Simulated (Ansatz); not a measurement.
**The cluster HfSe₂: a spread of methods and bases**

Aim: run the cluster HfSe₂ under a spread of inputs, and see what each costs and gives.

Program: Ansatz 0.2.0, Gaussian basis. Level of theory: the settings change from run to run. These are calculated values, not measurements.

### 1 The geometry

The geometry comes from an earlier relaxation with PBE-D4 in a triple-zeta def2 set; it is a stationary point. Hf takes a core potential in def2 sets; no spin-orbit term is included.

3 atoms, charge 0, spin multiplicity 1.

Atoms are counted from 1 here; the program's logs count them from 0.

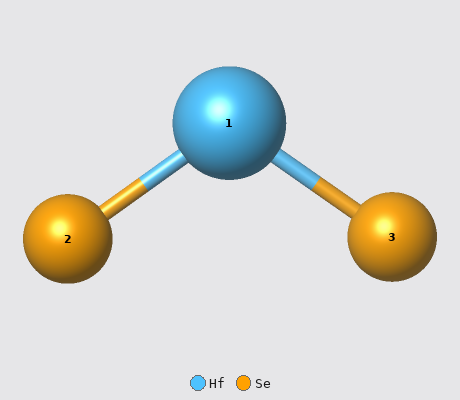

The structure; hafnium blue, selenium orange; atoms are numbered from 1 in the order of the file.

As a file:

```tsv
atom	x (Å)	y (Å)	z (Å)
Hf1	-0.12071	0.24708	0.86782
Se2	1.76707	0.77160	-0.45136
Se3	-1.64635	-1.01868	-0.41646
```

### 2 r2SCAN50/def2-mTZVPP

Set apart from the defaults: finite nuclei, D3(BJ) dispersion.

Input file in.yaml:

```yaml
crystal:
  periodic: [false, false, false]
  atoms:
    - {symbol: Hf, position_ang: [-0.120712, 0.247078, 0.867823]}
    - {symbol: Se, position_ang: [1.767072, 0.771599, -0.451360]}
    - {symbol: Se, position_ang: [-1.646350, -1.018677, -0.416463]}
basis:
  gaussian: {orbitals: def2-mTZVPP, nuclear_model: gaussian}
hamiltonian: {xc: {name: r2SCAN50}, dispersion: d3bj}
scf: {omitted_lower_state_checks: [starts]}
output: {forces: true}
```

Command:

```console
ansatz run in.yaml --threads 4 --pin off --events-out ev --progress --plain --max-ram 3916MiB
```

Output, cut to the lines that bear on the results:

```text
Warning: the engine holds no damping parameters fitted to this dispersion correction and functional, so the run takes those fitted to r2scan50 beside the three-body term, which d3bj leaves out (hamiltonian.dispersion, under Limitations)
Functional definition: r2SCAN50
  name "r2SCAN50"
  cite "Bursch, Neugebauer, Ehlert & Grimme, J. Chem. Phys. 156, 134105 (2022) doi:10.1063/5.0086040"
  cite "Furness, Kaplan, Ning, Perdew & Sun, J. Phys. Chem. Lett. 11, 8208 (2020) doi:10.1021/acs.jpclett.0c02405"
  cite "Furness, Kaplan, Ning, Perdew & Sun, J. Phys. Chem. Lett. 11, 9248 (2020) doi:10.1021/acs.jpclett.0c03077"
  parent r2scan
[...]
1055 factors; integrals over basis functions are off by at most 2.3e-4 eV
[...]
mean field -132002.62807724 eV, -4851.0071072437 hartree, gradient 6.0e-5 eV, S^2 0.000000; 0 other end points of the search recorded, 0 dependent functions left out
[...]
reference -132002.62808243 eV, -4851.0071074345 hartree; 40, 40 occupied and 68, 68 virtual orbitals, 1055 factors
Total energy: -132002.67676291 eV, -4851.0088964089 hartree
Atom 0 at    -0.120712     0.247078     0.867823 Å, force     0.148284    -0.303505    -1.066015 eV/Å
Atom 1 at     1.767072     0.771599    -0.451360 Å, force    -0.506351    -0.074933     0.537426 eV/Å
Atom 2 at    -1.646350    -1.018677    -0.416463 Å, force     0.358067     0.378438     0.528589 eV/Å
Dipole moment:    -0.204580     0.418730     1.470725 e Å
Checks for a lower state left out: starts
```

Run time: 1.4 s. Hardware: 4 threads of AMD EPYC 9R45, shared host.

Largest force 1.118 eV/Å, dipole 7.41 D.

### 3 wB97X/def2-TZVPP

in.yaml, as its differences from that of step 2:

```diff
@@ -7,5 +7,4 @@
 basis:
-  gaussian: {orbitals: def2-mTZVPP, nuclear_model: gaussian}
-hamiltonian: {xc: {name: r2SCAN50}, dispersion: d3bj}
-scf: {omitted_lower_state_checks: [starts]}
+  gaussian: {orbitals: def2-TZVPP}
+hamiltonian: {xc: {name: wB97X}}
 output: {forces: true}
```

Same command.

Output, cut to the lines that bear on the results:

```text
Functional definition: wB97X
  name "wB97X"
  cite "Chai & Head-Gordon, J. Chem. Phys. 128, 084106 (2008) doi:10.1063/1.2834918"
  cite "Becke, J. Chem. Phys. 107, 8554 (1997) doi:10.1063/1.475007"
[...]
  # The coefficients of nought are those of the uniform gas.
[...]
      + exact_x_lr(omega)
[...]
      + integral(e_c_pw_opposite_spin*poly(b97_u_opposite, 1, cos1, cos2, cos3, cos4))
1176 factors; their error is unknown
211 factors; integrals over basis functions are off by at most 4.0e-5 eV
[...]
mean field -132009.04103228 eV, -4851.2427789944 hartree, gradient 2.5e-5 eV, S^2 0.000000; 0 other end points of the search recorded, 0 dependent functions left out
[...]
reference -132009.04100704 eV, -4851.2427780668 hartree; 40, 40 occupied and 112, 112 virtual orbitals, 1176 factors
Total energy: -132009.04100704 eV, -4851.2427780668 hartree
Atom 0 at    -0.120712     0.247078     0.867823 Å, force     0.154341    -0.315902    -1.109558 eV/Å
Atom 1 at     1.767072     0.771599    -0.451360 Å, force    -0.450841    -0.038032     0.558599 eV/Å
Atom 2 at    -1.646350    -1.018677    -0.416463 Å, force     0.296499     0.353934     0.550959 eV/Å
Dipole moment:    -0.199337     0.407998     1.433030 e Å
```

It took 2.2 s on 4 threads of AMD EPYC 9R45, shared host.

Largest force 1.164 eV/Å, dipole 7.22 D.

### 4 wB97M-V/def2-mTZVPP

Options: unrestricted orbitals, finite nuclei.

in.yaml, as its differences from that of step 3:

```diff
@@ -7,4 +7,6 @@
 basis:
-  gaussian: {orbitals: def2-TZVPP}
-hamiltonian: {xc: {name: wB97X}}
+  gaussian: {orbitals: def2-mTZVPP, nuclear_model: gaussian}
+magnetization: {spin_polarized: true, initial_magnetization: 0}
+hamiltonian: {xc: {name: wB97M-V}}
+scf: {omitted_lower_state_checks: [starts]}
 output: {forces: true}
```

Launched as before.

Output, cut to the lines that bear on the results:

```text
Functional definition: wB97M-V
  name "wB97M-V"
  cite "Mardirossian & Head-Gordon, J. Chem. Phys. 144, 214110 (2016) doi:10.1063/1.4952647"
  cite "Becke, J. Chem. Phys. 107, 8554 (1997) doi:10.1063/1.475007"
  cite "Vydrov & Van Voorhis, J. Chem. Phys. 133, 244103 (2010) doi:10.1063/1.3521275"
  # Of w^i u^j: cxij and so on, Table III.
[...]
  gx(w, u) = 1 - cx + cx01*u + cx10*w
  gss(w, u) = css00 + css04*u^4 + css10*w + css20*w^2 + css43*w^4*u^3
  gos(w, u) = cos00 + cos10*w + (cos20 + cos21*u)*w^2 + (cos60 + cos61*u)*w^6
[...]
      + integral(e_c_pw_mod_opposite_spin*gos(b97_w_opposite, b97_u_opposite)) + vv10(b, c)
[...]
1055 factors; integrals over basis functions are off by at most 2.3e-4 eV
259 factors; integrals over basis functions are off by at most 5.0e-6 eV
[...]
mean field -131996.34234413 eV, -4850.7761108124 hartree, gradient 4.7e-5 eV, S^2 0.000000; 0 other end points of the search recorded, 0 dependent functions left out
[...]
reference -131996.34238013 eV, -4850.7761121354 hartree; 40, 40 occupied and 68, 68 virtual orbitals, 1055 factors
Total energy: -131996.34238013 eV, -4850.7761121354 hartree
Atom 0 at    -0.120712     0.247078     0.867823 Å, force     0.109164    -0.223435    -0.784780 eV/Å
Atom 1 at     1.767072     0.771599    -0.451360 Å, force    -0.321869    -0.028470     0.395123 eV/Å
Atom 2 at    -1.646350    -1.018677    -0.416463 Å, force     0.212705     0.251905     0.389658 eV/Å
Dipole moment:    -0.196534     0.402262     1.412883 e Å
Checks for a lower state left out: starts
```

It took 4.3 s on 4 threads of AMD EPYC 9R45, shared host; peak memory 0.66 GiB.

Largest force 0.823 eV/Å, dipole 7.12 D, ⟨S²⟩ 0.000.

### 5 RPA/def2-SVP

Set apart from the defaults: multiplicity 3, finite nuclei, the search for lower states set to off.

Input file in.yaml:

```yaml
crystal:
  periodic: [false, false, false]
  atoms:
    - {symbol: Hf, position_ang: [-0.120712, 0.247078, 0.867823]}
    - {symbol: Se, position_ang: [1.767072, 0.771599, -0.451360]}
    - {symbol: Se, position_ang: [-1.646350, -1.018677, -0.416463]}
basis:
  gaussian: {orbitals: def2-SVP, nuclear_model: gaussian}
magnetization: {spin_polarized: true, initial_magnetization: 2}
hamiltonian: {xc: {name: PBE}}
correlation: {method: rpa}
scf: {lower_state_search: off}
```

Launched as before.

Output, cut to the lines that bear on the results:

```text
Functional definition: PBE
  name "PBE"
  cite "Perdew, Burke & Ernzerhof, Phys. Rev. Lett. 77, 3865 (1996) doi:10.1103/PhysRevLett.77.3865"
  parent pbe
[...]
938 factors; integrals over basis functions are off by at most 7.3e-4 eV
[...]
mean field -131970.85571608 eV, -4849.8394945070 hartree, gradient 2.9e-6 eV, S^2 2.004664; 0 other end points of the search recorded, 0 dependent functions left out
18 core orbitals not correlated: weight in the atoms' cores, before any rotation towards them, 1.000 or more for the frozen orbitals, at most 0.000 for the correlated occupied ones
reference -131880.15162280 eV, -4846.5061805604 hartree; 23, 21 occupied and 55, 57 virtual orbitals, 938 factors
Total energy: -131906.51193892 eV, -4847.4749043101 hartree
Checks for a lower state left out: stability, starts, cluster_reference, orbital_swaps, neighbouring_geometries, increment
```

Wall time 0.8 s (4 threads of AMD EPYC 9R45, shared host).

⟨S²⟩ 2.005.

### 6 The runs in one table

```tsv
level	charge	multiplicity	geometry	functions	energy (eV)	time
r2SCAN50/def2-mTZVPP	0	1	relaxed	108	-132002.677	1.4 s
wB97X/def2-TZVPP	0	1	relaxed	152	-132009.041	2.2 s
wB97M-V/def2-mTZVPP	0	1	relaxed	108	-131996.342	4.3 s
RPA/def2-SVP	0	3	relaxed	96	-131906.512	0.8 s
```

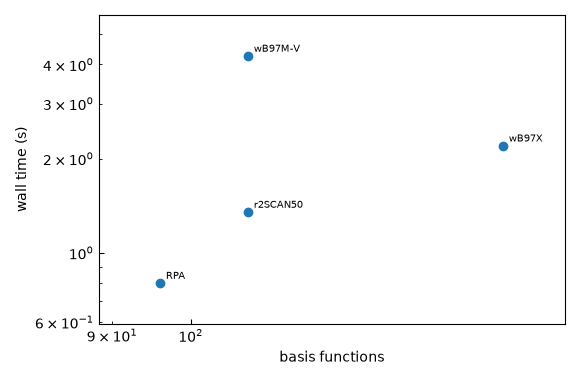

Wall time against the number of basis functions (shared host).

### 7 Summary of results

| quantity | value |
| --- | --- |
| runs | 4 |
| quickest | RPA/def2-SVP, 0.8 s |
| slowest | wB97M-V/def2-mTZVPP, 4.3 s |
| spread of total energies, same state and geometry | 12.7 eV |
| dipole, same state and geometry | 7.12 to 7.41 D |

Run time spans a factor of 5, from RPA/def2-SVP to wB97M-V/def2-mTZVPP. The jobs differ in tasks and options as well as level. The totals spread over 13 eV; they can't be compared across methods or bases. At the PBE-D4/def2-TZVP geometry and in the same state, the sound runs without point charges leave forces up to 1.16 eV/Å (wB97X/def2-TZVPP). At that geometry and state the dipole changes by 4 % between the lowest and highest value.
